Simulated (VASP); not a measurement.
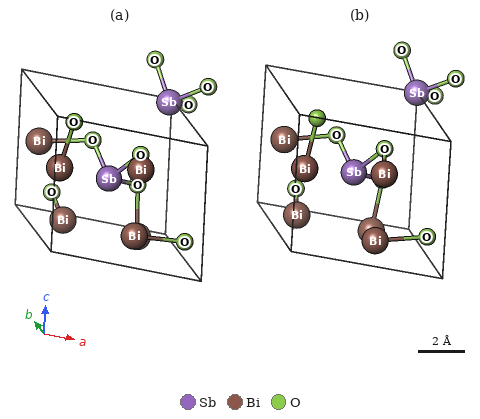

The structure of crystalline Bi₃SbO₃ (a generated structure, set up in R3c) before (left) and after (right) a relaxation, at one scale.

The picture is a ball-and-stick view of the cell of the calculation, seen slightly off an axis.

The run lets cell and atoms move.

Computed with Kohn-Sham DFT of a periodic cell, PBE, VASP PAW PBE potentials, recommended in VASP 6.6.1.

Input file:
```
SYSTEM = Bi3SbO3
ALGO = Normal
EDIFF = 1E-6
EDIFFG = -0.01
ENCUT = 520
GGA = PE
IBRION = 2
ISIF = 3
ISMEAR = 0
KPAR = 8
LASPH = .True.
LCHARG = .False.
LREAL = .False.
LWAVE = .False.
NELM = 120
NSW = 90
PREC = Accurate
SIGMA = 0.1
```

Launched with:
```bash
cat potpaw_PBE.64/Sb/POTCAR potpaw_PBE.64/Bi_d/POTCAR potpaw_PBE.64/O/POTCAR > POTCAR
mpirun -np 8 vasp_std > vasp.out
```

### Summarise the run.

The run was cut off at its time limit before the relaxation converged, so the last structure is only a point on the way. Over 40 geometry steps the energy falls by 60.5 meV per atom. Largest force component: 0.73 eV/Å at the start, 0.069 eV/Å at the end. The pressure goes from 1.63 to 0.05 GPa. The largest moves relative to the cell, 0.38 Å, are those of Bi atoms. Largest moves by element: Bi 0.38 Å, Sb 0.18 Å, O 0.08 Å. Cell: a = b = c 6.803 → 6.842 Å (+0.6 %), α 100.5° → 99.0°, β 100.5° → 99.0°, γ 100.5° → 99.0°. Volume +3.4 %. Some distances before and after: Bi–O 2.361 → 2.441 Å, O–Sb 2.020 → 2.003 Å, Bi–O 2.374 → 2.378 Å. Bond angles that change, for instance: Bi–O–Bi 104.5° → 117.3°, O–Bi–O 166.3° → 158.1°, Sb–O–Bi 125.3° → 117.5°. The space group stays R3c (No. 161).
